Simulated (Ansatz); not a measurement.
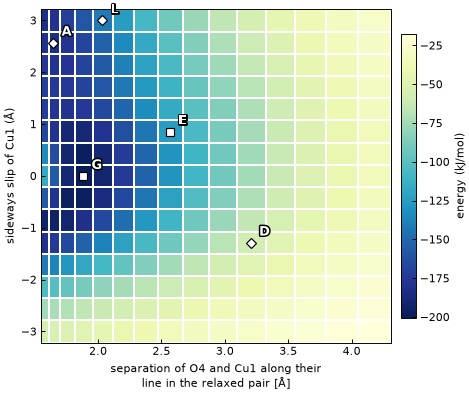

CuO2S, charge +1. First axis: separation of O4 and Cu1 along their line in the relaxed pair. Second axis: sideways slip of Cu1. Nothing is relaxed (both partners rigid). The grid has 15 × 15 points. Points are written as (first, second). Energies are in kJ/mol, from the ion and the molecule far apart, frozen as in the relaxed pair, each in its own basis (no counterpoise correction). These are results of RKS PBE-D4/def2-SVPD (Ansatz 0.2.0), not measurements.

The picture shows one coloured cell a grid point, lettered points.

Rank the lettered points by energy, lowest first.

G (−200 kJ/mol), A (−183 kJ/mol), L (−142 kJ/mol), E (−124 kJ/mol), D (−58 kJ/mol).

What kind of point is each of A, D, E, G: minimum, saddle, maximum or slope?

A: minimum; D: on a slope; E: on a slope; G: minimum. (In these two coordinates alone; a stationary point may lie a little off the grid point.)
